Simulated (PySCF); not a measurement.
C3H6BClO2

```xyz
13

C     2.3428    0.6127   -0.3124
O     0.9904    0.5725    0.0952
B     0.1249   -0.4057   -0.0576
Cl    0.5490   -1.9229   -0.8308
C    -1.3795   -0.1930    0.4574
C    -2.2941   -0.1003   -0.7289
O    -2.7655    0.9126   -1.1611
H     2.6508   -0.3302   -0.7682
H     2.4559    1.4254   -1.0314
H     2.9545    0.8179    0.5671
H    -1.4474    0.7275    1.0351
H    -1.6934   -1.0391    1.0682
H    -2.4928   -1.0768   -1.2115
```

Geometry: GFN2-xTB.

These are results of PBE0/pcSseg-1, SCF density, gas phase, non-relativistic (PySCF), not measurements.

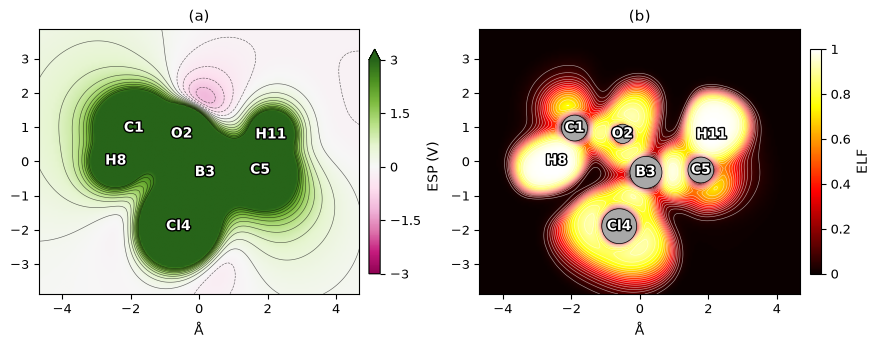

Figure 1. (a) electrostatic potential; (b) electron localisation function on the plane of atoms Cl4, B3 and C5. Grey discs cover the atomic cores in the ELF map.

What do the fields say about this system?

- The section cuts through C, O, B, Cl and H sites.
- B–O (1.32 Å): the ELF peaks at about 0.90 between the atoms: a short, strongly polar bond.
- C–B (1.60 Å): the ELF peaks at about 1 between the atoms (localised, covalent bonding).
- B–Cl (1.75 Å): the ELF peaks at about 0.90 between the atoms; a shared but strongly polarised pair.
- C–H (1.09 Å): the ELF climbs to about 1 towards the hydrogen, as it does in any bond to H; a covalent bond by its length.
- The ELF also peaks beside Cl4 and O2, away from the bonds: lone-pair regions.
- Outside the dense part of the molecule the potential is most negative (−1.2 V) near O2.

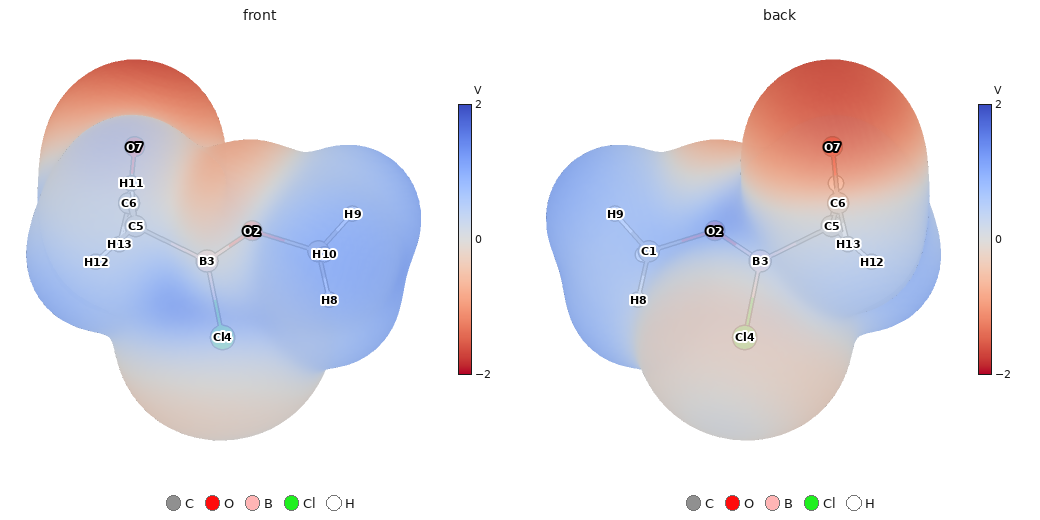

Figure 2. The electrostatic potential painted on the density surface at 0.001 e/bohr³, seen from the front and from behind; the colour scale runs from red (negative) to blue (positive).

Which sites attract a positive test charge, and which a negative one?

A positive charge is drawn to the negative regions and a negative charge to the positive ones. The most negative region (about −1.6 V, or −37 kcal/mol for a unit charge) lies over O7, the most positive (about +1.0 V, or +23 kcal/mol for a unit charge) over C1, B3 and H10. O7 is the likeliest acceptor of a hydrogen bond.

How polar is the molecule by this calculation?

Its dipole moment is 3.36 D.

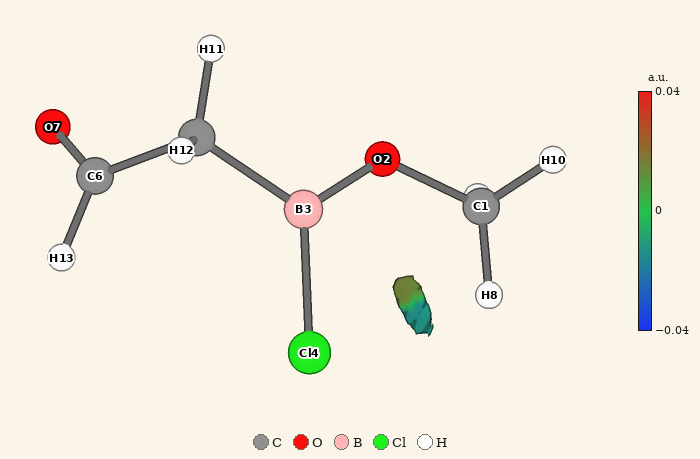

Figure 3. Non-covalent interaction (NCI) plot: the surface where the reduced density gradient is 0.4, for densities under 0.05 a.u., coloured by sign(λ₂)ρ; seen at a tilt.

What holds or crowds the atoms apart from the covalent bonds?

Between H8 and C1 on one side and Cl4 and B3 on the other: a weak contact, attractive (blue-green) on one side and crowded (olive to red) on the other.
